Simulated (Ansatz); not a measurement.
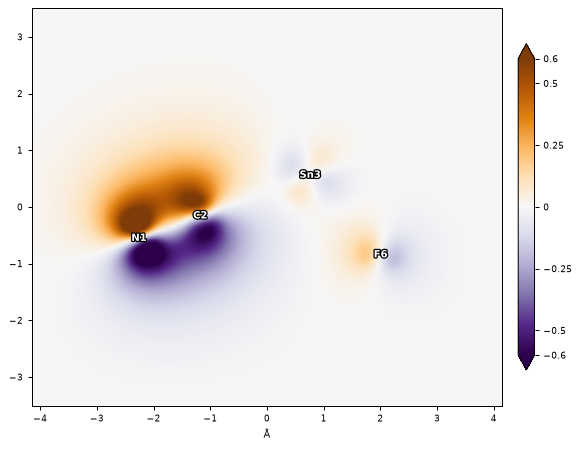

*CF3NSn (SMILES N#[C][Sn]([F])([F])[F]). The HOMO on the plane of atoms C2, Sn3 and F6 (values in Å⁻³ᐟ²; the overall sign is arbitrary).*

Geometry: PBE0-D4/def2-TZVP; core potentials replace the inner electrons of Sn.

Computed with RKS PBE0-D4/def2-TZVPP in Ansatz 0.2.0.

```xyz
6

N     1.7562   -1.6389    1.2007
C     1.0032   -0.9389    0.6843
Sn   -0.3457    0.3175   -0.2512
F    -1.7635   -0.6502   -1.0143
F     0.4771    1.2982   -1.6261
F    -1.0852    1.5483    0.9602
```

Where does this orbital lie, and at what energy?

Answer. Its weight (Hirshfeld) is mainly on N1 (about 50 %) and C2 (about 45 %); π-bonding across N1–C2. It is one of a degenerate set, so its orientation is arbitrary. Its energy is −11.32 eV.
